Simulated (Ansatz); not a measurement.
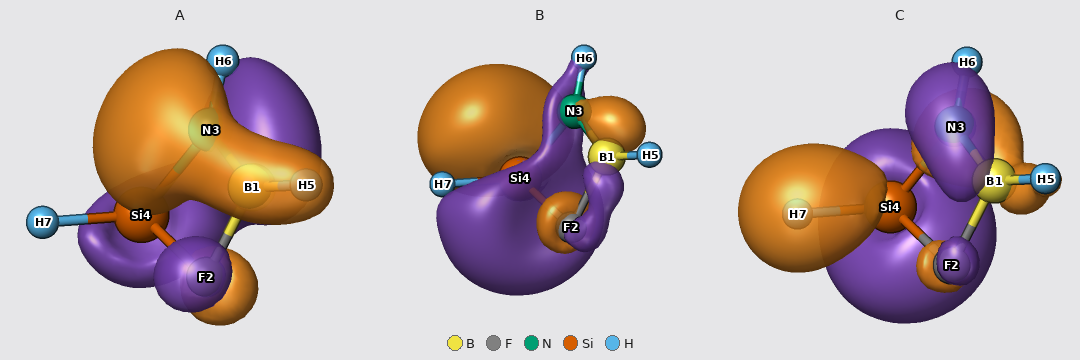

Figure. BFH₃NSi (charge +1, doublet). Three frontier orbitals at ±0.1 Å⁻³ᐟ² (orange and purple are the two phases), in no order.

Geometry: r2SCAN-D4/def2-SVP.

Theory: Ansatz, isolated molecule in a Gaussian basis; Kohn-Sham density functional theory, functional PBE0.

```xyz
7

B    -0.0541    0.3291   -0.1665
F    -1.4393    0.8349   -0.3586
N     0.6418    1.1670   -1.0304
Si   -0.7409    2.0750   -1.5969
H     0.1246   -0.5604    0.5974
H     1.6357    1.1548   -1.2545
H    -1.0201    3.3902   -0.9428
```

### Order the three orbitals by energy and name them. All are α orbitals.

A is the HOMO−1 (α) (−15.71 eV). By Hirshfeld shares it lies mainly on N3 (about 55 %), Si4 (about 15 %), B1 (about 15 %) and F2 (about 10 %). C is the HOMO (α) (−13.17 eV). Its weight (Hirshfeld) is mainly on Si4 (about 65 %), N3 (about 15 %) and H7 (about 15 %). B is the LUMO (α) (−7.47 eV). It lies mainly on Si4 (about 75 %) and F2 (about 10 %).

### What is the gap between the highest occupied and lowest empty α orbitals?

5.70 eV between the orbital energies.
